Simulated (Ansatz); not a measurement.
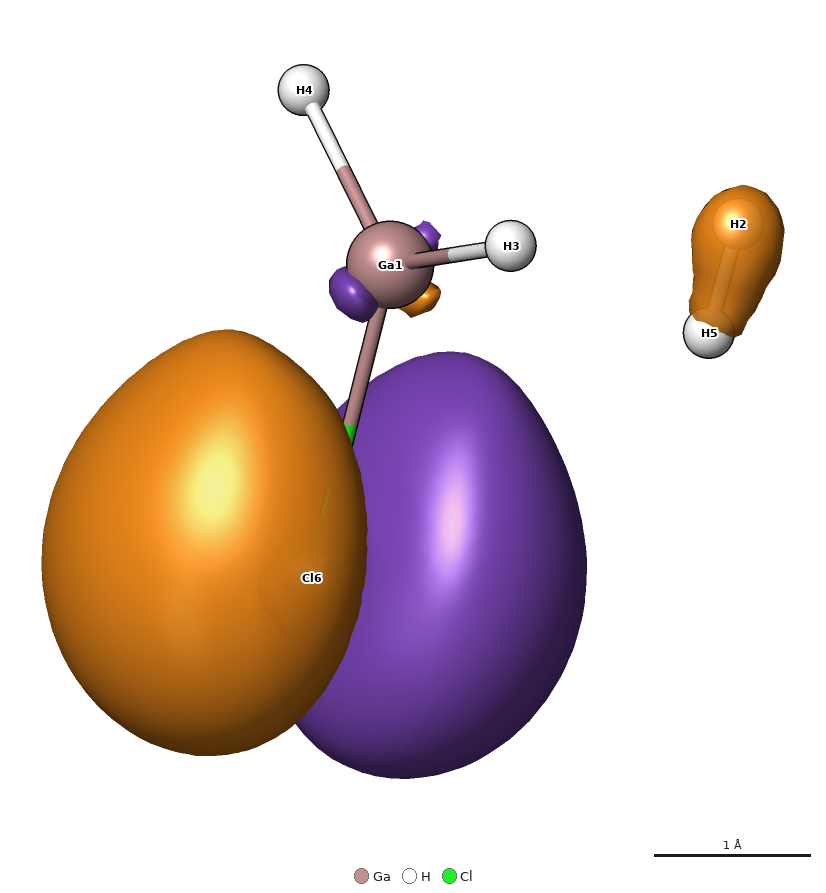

*ClGaH2···H2. The HOMO−1 at ±0.1 Å⁻³ᐟ² (orange and purple are the two phases), seen at a tilt.*

The product side of a reaction path; geometry: PBE0-D4/def2-TZVP.

The calculation used RKS PBE0-D4/def2-TZVPP (Ansatz).

Input

```
crystal:
  periodic: [false, false, false]
  atoms:
    - {symbol: Ga, position_ang: [-0.452924, 0.166028, 0.668714]}
    - {symbol: H, position_ang: [0.613908, 0.340759, -1.638730]}
    - {symbol: H, position_ang: [0.327851, 1.454357, 1.058862]}
    - {symbol: H, position_ang: [-1.827883, 0.024216, -0.046129]}
    - {symbol: H, position_ang: [0.912326, -0.302113, -1.388855]}
    - {symbol: Cl, position_ang: [0.426722, -1.683346, 1.346139]}
basis:
  gaussian: {orbitals: def2-TZVPP}
hamiltonian: {xc: pbe0, dispersion: d4}
output: {orbitals: {seedname: orbitals}}
```

Command:

```sh
ansatz run in.yaml --threads 2 --pin off --events-out ev --progress --plain --max-ram 4352MiB
```

> What is the character of this orbital?

By Hirshfeld shares it lies mainly on Cl6 (about 90 %) and Ga1 (about 10 %); largely a lone pair of Cl6. Its energy is −9.05 eV.
